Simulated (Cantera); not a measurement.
Feed: 1 mol MgO, a varied amount of HI, 5.9 mol N₂, equilibrated at 1425 °C and 75.0 Torr.

Cantera equilibrium calculation (NASA polynomials, part measured and part estimated; ideal gas, pure solids and liquids). Candidate condensed phases: H₂O, I₂, Mg, MgI₂, MgO, Mg(OH)₂; 36 gas species. Rates play no part.

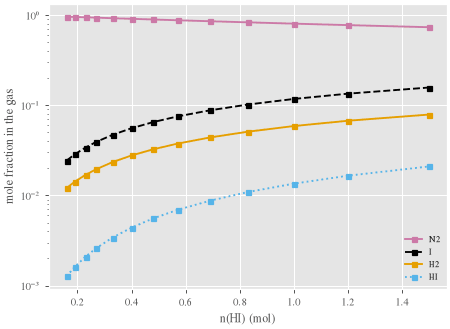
Fig. 1. Equilibrium gas composition (values under 1e-9 drawn at 1e-9)

From 0.16 mol HI to 1.5 mol HI the condensed part is MgO(s). The main Mg-bearing gas is MgI₂ throughout.
